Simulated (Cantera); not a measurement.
Charge: 1 mol SiO2, 3 mol HBr, 3.2 mol O2, equilibrated at 0.120 bar.

Equilibrium computed with Cantera from the NASA thermochemical tables; the gas is ideal and each condensed phase is pure. Candidate condensed phases: Br2, H2O, Si, SiO2; 28 gas species. The tables hold silica as quartz up to 1696 K and as liquid above; real silica turns to tridymite and cristobalite and melts near 1996 K. Gases not in the tables: Si(OH)4. Kinetics and transport are ignored.

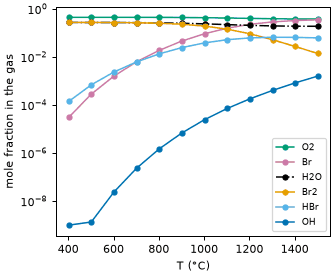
Figure. Equilibrium gas composition (values under 1e-9 drawn at 1e-9)

From 402 °C to 502 °C the condensed part is SiO2(α-quartz). From 602 °C to 1402 °C the condensed part is SiO2(β-quartz). At 1502 °C the condensed part is SiO2(condensed).
